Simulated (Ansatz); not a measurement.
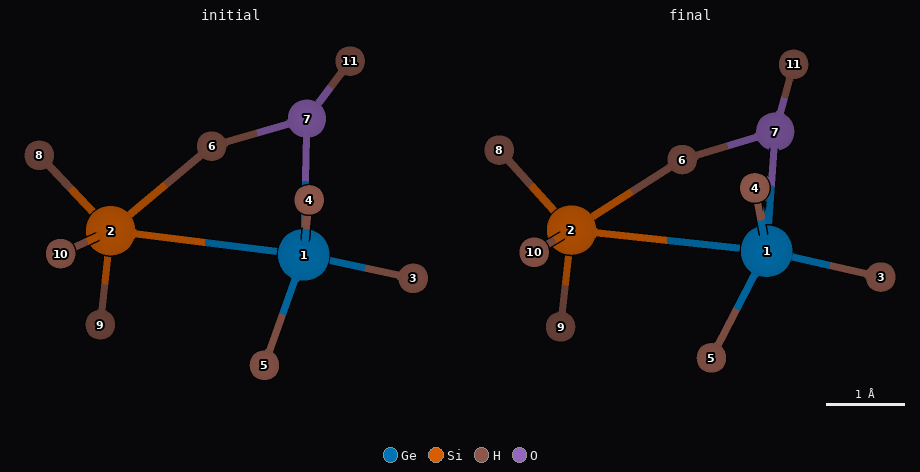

The structure of GeSiH$_{8}$O before (left) and after (right) a constrained relaxation, at one scale.

A ball-and-stick model, seen at a tilt.

The reaction that was planned forms Ge1–O7, Si2–H6 and breaks Ge1–Si2, H6–O7 (atoms numbered from 1 in input order).

Theory: RKS PBE0-D4/def2-SVP in Ansatz 0.2.0.

The input:
```yaml
crystal:
  periodic: [false, false, false]
  atoms:
    - {symbol: Ge, position_ang: [-0.882900, -0.927600, -0.143700]}
    - {symbol: Si, position_ang: [0.348600, 1.458300, -0.240700]}
    - {symbol: H, position_ang: [-0.810400, -2.322900, -0.720500]}
    - {symbol: H, position_ang: [-1.643600, -0.996800, 1.155100]}
    - {symbol: H, position_ang: [-1.848900, -0.256500, -1.146800]}
    - {symbol: H, position_ang: [1.043400, 0.032400, 0.441300]}
    - {symbol: O, position_ang: [1.077300, -1.222800, 0.682900]}
    - {symbol: H, position_ang: [1.488600, 2.232900, 0.299800]}
    - {symbol: H, position_ang: [0.419700, 1.670800, -1.691500]}
    - {symbol: H, position_ang: [-0.826300, 2.202000, 0.229000]}
    - {symbol: H, position_ang: [1.634400, -1.869800, 1.135200]}
basis:
  gaussian: {orbitals: def2-SVP}
hamiltonian: {xc: pbe0, dispersion: d4}
relax: {f_tol: 0.04, max_steps: 150, escape_saddle: false, constraints: [{distance: [0, 6]}, {distance: [1, 5]}, {distance: [0, 1]}, {distance: [5, 6]}]}
```

Run as
```bash
ansatz run in.yaml --threads 4 --pin off --events-out ev --progress --plain --max-ram 9574MiB
```

Question: Describe what moved and what it gained.

Answer: The largest move after the best rigid fit is that of H11, 0.40 Å. By element the largest moves are H 0.40 Å, O 0.36 Å, Ge 0.07 Å, Si 0.02 Å. Near-neighbour distances that change, for instance: Si2–H10 1.468 → 1.499 Å, Ge1–H3 1.512 → 1.542 Å, Ge1–H4 1.507 → 1.535 Å, Si2–H8 1.480 → 1.506 Å. Bond angles that change, for instance: Ge1–O7–H11 143.0° → 113.1°, H6–O7–H11 139.6° → 113.9°, H5–Ge1–O7 151.6° → 135.6°. Over 8 accepted moves (10 points after the start) the energy falls by 0.323 eV. The largest force component goes from 0.57 to 0.032 eV/Å. The line search rejected the trial steps at points 3, 9 of the run.
